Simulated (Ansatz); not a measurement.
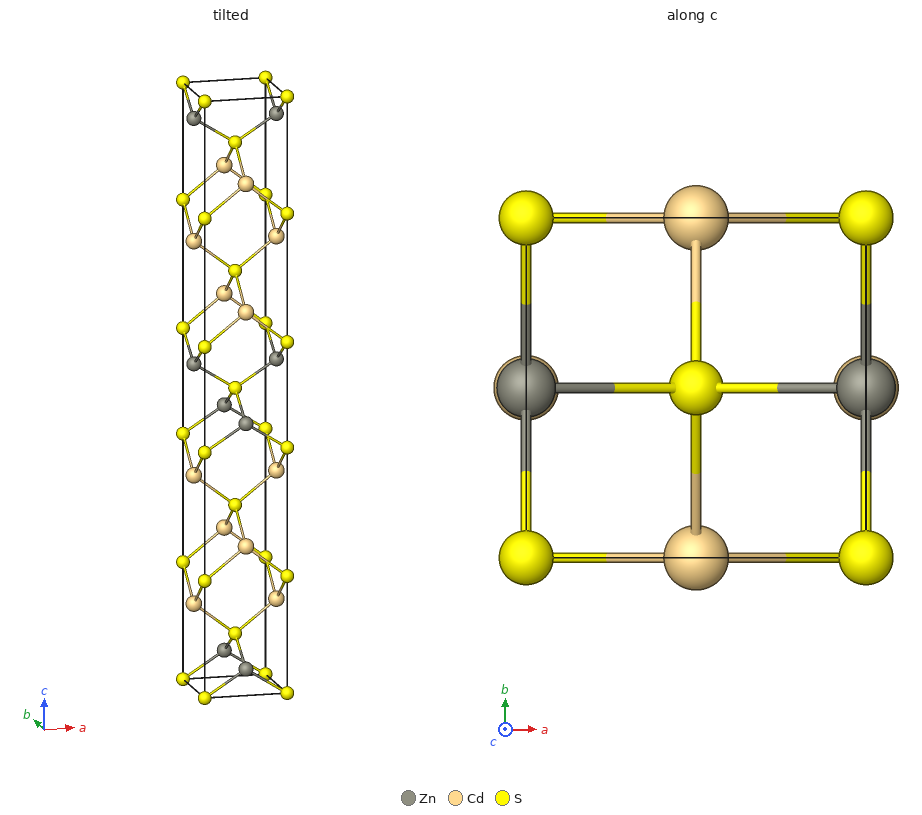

Ball-and-stick representation of a periodic structure, projected slightly off an axis and along the c axis. Atoms at the boundary of the conventional unit cell (the box) are drawn once for each face, edge or corner they touch.

Zn2Cd3S5, space group I-4m2 (No. 119), a = 4.033 Å, b = 4.033 Å, c = 28.960 Å, α = 90.00°, β = 90.00°, γ = 90.00°. It derives from a structure type filled with these elements by a generator (whether the compound takes this form wasn't checked). Earlier steps of the study, as a rule a relaxation of our own, may have changed the cell and positions, so they can lie some per cent off the listed ones. A calculation with Ansatz used it as input.

This one geometry was computed with Ansatz (DFT, plane waves, PAW) at three levels of theory: PBEsol, PBE and r2SCAN.

Which level gives the highest pressure at this volume, and what does that say about its equilibrium volume?

Answer. Highest: PBE (0.0 GPa), which points to the largest equilibrium volume. Lowest, with the smallest volume: PBEsol (-3.1 GPa). Levels within 0.5 GPa of each other can't be told apart.

How does the band gap change with the level of theory?

Answer. PBEsol: a gap of 1.14 eV, direct; PBE: a gap of 1.27 eV, direct; r2SCAN: a gap of 1.74 eV, direct.

Collect the results in a table.

Answer.
| level | cutoff (eV) | k-mesh of the run's cell | gap (eV) | pressure (GPa) |
| --- | --- | --- | --- | --- |
| PBEsol | 420 | 10×10×10 | 1.14 | -3.1 |
| PBE | 420 | 10×10×10 | 1.27 | 0.0 |
| r2SCAN | 500 | 10×10×10 | 1.74 | -1.7 |

Gaps are taken on the k-mesh or band path of each run.
